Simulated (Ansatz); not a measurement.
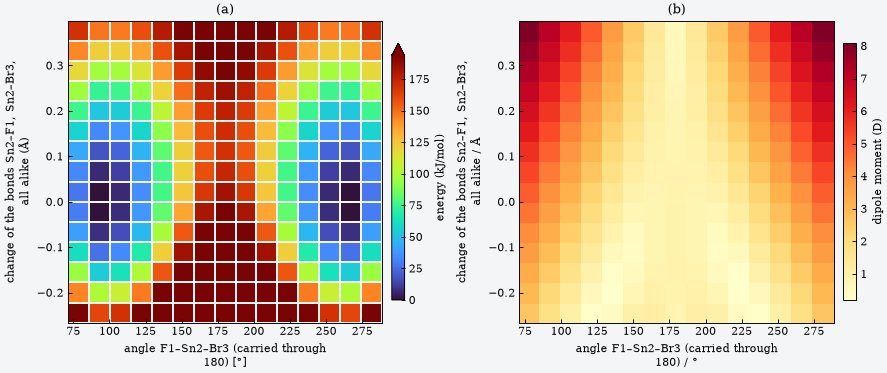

BrFSn, SMILES [F][Sn][Br]. First axis: angle F1–Sn2–Br3 (carried through 180). Second axis: change of the bonds Sn2–F1, Sn2–Br3, all alike. Nothing is relaxed (all other coordinates rigid). Grid: 15 × 15 points; 120 points were computed and 105 follow by symmetry. Points are written as (first, second). All energies are given in kJ/mol relative to the lowest grid point. Theory: Ansatz 0.2.0, RHF/def2-TZVP.

Panel (a) is the energy and panel (b) the computed dipole moment on the same grid.

In the figure: one coloured cell a grid point, one colour for all values above the top of the scale.

> How does the dipole moment vary over the map, and what is it at the lowest grid point?

Leaving out the highest fifth of the energies, it runs from 0.3 D at (136.5°, −0.155 Å) to 8.1 D at (78.4°, 0.377 Å). At the lowest grid point, (93.0°, 0.022 Å), it is 4.0 D.
